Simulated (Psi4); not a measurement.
**wB97M-V/def2-SVP (core potential) run of SnGeH6 (SMILES [GeH3][SnH3])**

What is the energy change on altering one bond length of SnGeH6 at wB97M-V/def2-SVP (core potential)? 

The results are computed with Psi4 1.11.

## 1. Starting point

SnGeH6 has 8 atoms, charge 0, and is taken as a singlet. SMILES: `[GeH3][SnH3]`. Geometry: relaxed at PBE0-D4/def2-TZVP.

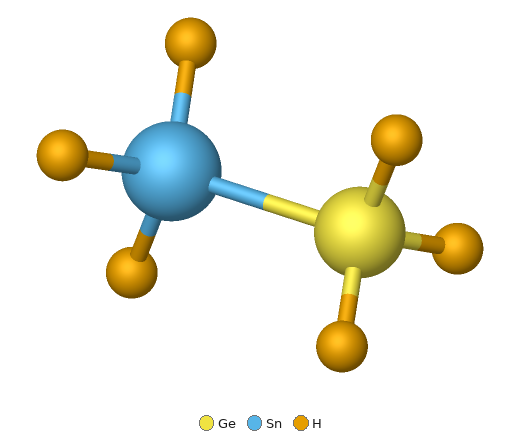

Viewed from a chosen angle; germanium yellow, tin blue, hydrogen amber.

## 2. A single-point energy at wB97M-V/def2-SVP (core potential)

run.py reads:

```python
import psi4

psi4.set_memory(2200000000)
psi4.set_num_threads(1)
psi4.set_output_file('geh6sn.out', False)

m = psi4.geometry("""
Ge    -1.42504247     0.54008373    -1.96777181
Sn     1.42012918    -0.54858749     1.87517523
H     -3.45971059     2.47043896    -1.20847986
H     -2.74652795    -1.84928599    -2.96120084
H      0.16535104     1.67524221    -4.11828014
H     -0.35451262    -1.76273653     4.28060762
H      3.64906115    -2.72914247     1.04653033
H      2.92510707     2.09589524     2.94816173
units bohr
symmetry c1
""")

psi4.set_options({
    'reference': 'rks',
    'puream': True,
    'e_convergence': 1e-09,
    'd_convergence': 1e-08,
    'scf_type': 'pk',
    'dft_radial_points': 99,
    'dft_spherical_points': 590,
})

energy_value, wavefunction = psi4.energy('wb97m-v/def2-SVP', return_wfn=True)
print(f'total energy {energy_value:.8f} hartree = {energy_value * 27.211386:.5f} eV')
for k, v in sorted(psi4.core.scalar_variables().items()):
    print(f'{k:45s} {v:18.10f}')
```

Started as:

```bash
$ python run.py
```

geh6sn.out:

```text
[...]
    !!!  WARNING: ECP capability is in beta. Please check occupations closely.  !!!
[...]
  Running in c1 symmetry.
[...]
  Nuclear repulsion =  223.743527044746543
[...]
  Multiplicity = 1
[...]
  Nalpha       = 30
  Nbeta        = 30
[...]
    Number of basis functions: 88
[...]
   @RKS iter   1: -2292.96679965071871   -3.42222e+00   2.69389e-02 DIIS/ADIIS
[...]
   @RKS iter  11: -2294.42160588465367   -9.54969e-12   2.24342e-09 DIIS
[...]
    Orbital Energies [Eh]
    ---------------------
    Doubly Occupied:
       1A   -399.304284     2A    -50.053863     3A    -44.472727
       4A    -44.472270     5A    -44.472270     6A     -6.399281
       7A     -5.253107     8A     -4.536510     9A     -4.535598
      10A     -4.535598    11A     -3.583458    12A     -3.582770
      13A     -3.582770    14A     -1.330906    15A     -1.330906
      16A     -1.330218    17A     -1.328243    18A     -1.328243
      19A     -1.142627    20A     -1.142626    21A     -1.140975
      22A     -1.137818    23A     -1.137817    24A     -0.682430
      25A     -0.606761    26A     -0.442733    27A     -0.442727
      28A     -0.409154    29A     -0.409141    30A     -0.362584
[...]
  @RKS Final Energy: -2294.42160588465367
   => Energetics <=
    Nuclear Repulsion Energy =            223.7435270447465427
    One-Electron Energy =               -3720.4620398884489987
    Two-Electron Energy =                1278.7401894832910330
    DFT Exchange-Correlation Energy =     -76.6825575942583697
    Empirical Dispersion Energy =           0.0000000000000000
    VV10 Nonlocal Energy =                  0.2392750700161011
    Total Energy =                      -2294.4216058846536725
[...]
 Multipole Moments:
 ------------------------------------------------------------------------------------
     Multipole            Electronic (a.u.)      Nuclear  (a.u.)        Total (a.u.)
 ------------------------------------------------------------------------------------
 L = 1.  Multiply by 2.5417464519 to convert [e a0] to [Debye]
 Dipole X            :         33.7110281          -33.7272120           -0.0161839
 Dipole Y            :        -12.8990841           12.9052945            0.0062104
 Dipole Z            :         45.5300372          -45.5524115           -0.0223743
 Magnitude           :                                                    0.0283036
[...]
```

The script printed:

```text
total energy -2294.42160588 hartree = -62434.39196 eV
CURRENT ENERGY                                  -2294.4216058847
CURRENT REFERENCE ENERGY                        -2294.4216058847
DD SOLVATION ENERGY                                 0.0000000000
DFT FUNCTIONAL TOTAL ENERGY                     -2294.4216058847
DFT TOTAL ENERGY                                -2294.4216058847
DFT VV10 ENERGY                                     0.2392750700
DFT XC ENERGY                                     -76.6825575943
GRID ELECTRONS ALPHA                               29.9999999277
GRID ELECTRONS BETA                                29.9999999277
GRID ELECTRONS TOTAL                               59.9999998555
NUCLEAR REPULSION ENERGY                          223.7435270447
ONE-ELECTRON ENERGY                             -3720.4620398884
PCM POLARIZATION ENERGY                             0.0000000000
PE ENERGY                                           0.0000000000
SCF ITERATION ENERGY                            -2294.4216058847
SCF ITERATIONS                                     11.0000000000
SCF TOTAL ENERGY                                -2294.4216058847
TWO-ELECTRON ENERGY                              1278.7401894833
XC GRID RADIAL POINTS                              99.0000000000
XC GRID SPHERICAL POINTS                          590.0000000000
XC GRID TOTAL POINTS                           442819.0000000000
```

Run time: 1.8 min. Hardware: 1 thread of Intel Xeon Platinum 8488C (Sapphire Rapids), shared host; peak memory 1.5 GiB.

## 3. The distorted shape, same level

run.py reads:

```python
import psi4

psi4.set_memory('2200 MB')
psi4.set_num_threads(1)
psi4.core.set_output_file('output.dat', False)

geom = psi4.geometry("""
0 1
Ge
Sn 1 2.595044
H 1 1.537592 2 110.42485
H 1 1.537559 3 108.49291 2 121.16591
H 1 1.9989 4 108.49129 3 -117.67577
H 2 1.707334 1 110.40578 4 -60.94657
H 2 1.707334 6 108.48995 1 -121.17789
H 2 1.707328 7 108.48876 6 117.66768
symmetry c1
""")

options = {'basis': 'def2-SVP', 'puream': True, 'e_convergence': 1e-09, 'd_convergence': 1e-08, 'scf_type': 'pk', 'dft_radial_points': 99, 'dft_spherical_points': 590}
psi4.set_options(options)

result = psi4.energy('WB97M-V', molecule=geom)
print(f'WB97M-V energy: {result:.10f} Eh')
```

Started as:

```bash
$ python run.py
```

output.dat:

```text
[...]
    !!!  WARNING: ECP capability is in beta. Please check occupations closely.  !!!
[...]
  Running in c1 symmetry.
[...]
  Nuclear repulsion =  220.817838653096601
[...]
  Multiplicity = 1
[...]
  Nalpha       = 30
  Nbeta        = 30
[...]
    Number of basis functions: 88
[...]
   @RKS iter   1: -2292.81994228939811   -3.50652e+00   2.71364e-02 ADIIS/DIIS
[...]
   @RKS iter  11: -2294.38390651489044   -1.09139e-11   9.01987e-09 DIIS
[...]
    Orbital Energies [Eh]
    ---------------------
    Doubly Occupied:
       1A   -399.318361     2A    -50.066742     3A    -44.485962
       4A    -44.485222     5A    -44.484898     6A     -6.412064
       7A     -5.258149     8A     -4.549906     9A     -4.548241
      10A     -4.547645    11A     -3.588737    12A     -3.587728
      13A     -3.587675    14A     -1.342937    15A     -1.342668
      16A     -1.342155    17A     -1.340815    18A     -1.340158
      19A     -1.147613    20A     -1.147579    21A     -1.146227
      22A     -1.142869    23A     -1.142777    24A     -0.677033
      25A     -0.605449    26A     -0.448548    27A     -0.424570
      28A     -0.413066    29A     -0.392131    30A     -0.360980
[...]
  @RKS Final Energy: -2294.38390651489044
   => Energetics <=
    Nuclear Repulsion Energy =            220.8178386530966009
    One-Electron Energy =               -3714.1909060362904711
    Two-Electron Energy =                1275.3757082324332259
    DFT Exchange-Correlation Energy =     -76.6259532153586633
    Empirical Dispersion Energy =           0.0000000000000000
    VV10 Nonlocal Energy =                  0.2394058512284346
    Total Energy =                      -2294.3839065148904410
[...]
 Multipole Moments:
 ------------------------------------------------------------------------------------
     Multipole            Electronic (a.u.)      Nuclear  (a.u.)        Total (a.u.)
 ------------------------------------------------------------------------------------
 L = 1.  Multiply by 2.5417464519 to convert [e a0] to [Debye]
 Dipole X            :         -0.7283969            0.4927829           -0.2356140
 Dipole Y            :          0.4192109           -0.2833376            0.1358733
 Dipole Z            :         58.4957996          -58.3422734            0.1535262
 Magnitude           :                                                    0.3123232
[...]
```

On the terminal:

```text
WB97M-V energy: -2294.3839065149 Eh
```

Wall time 1.7 min (1 thread of Intel Xeon Platinum 8488C (Sapphire Rapids), shared host); peak memory 1.5 GiB.

## 4. Results

Level: wB97M-V/def2-SVP (core potential).

```
                                                          quantity           value
                                         first shape: total energy  -2294.42161 Eh
                                        first shape: dipole moment          0.07 D
                                          first shape: HOMO energy        -9.87 eV
                                          first shape: LUMO energy         1.91 eV
                                        first shape: HOMO–LUMO gap        11.78 eV
                                     distorted shape: total energy  -2294.38391 Eh
                                    distorted shape: dipole moment          0.79 D
                                      distorted shape: HOMO energy        -9.82 eV
                                      distorted shape: LUMO energy         0.91 eV
                                    distorted shape: HOMO–LUMO gap        10.73 eV
energy change with the Ge1–H5 bond stretched from 1.538 to 1.999 Å        1.026 eV
```

**Reading.** With the Ge1–H5 bond stretched from 1.538 to 1.999 Å the energy rises by 1.03 eV (24 kcal/mol). The first shape isn't relaxed at this level, so the change isn't measured from a minimum.
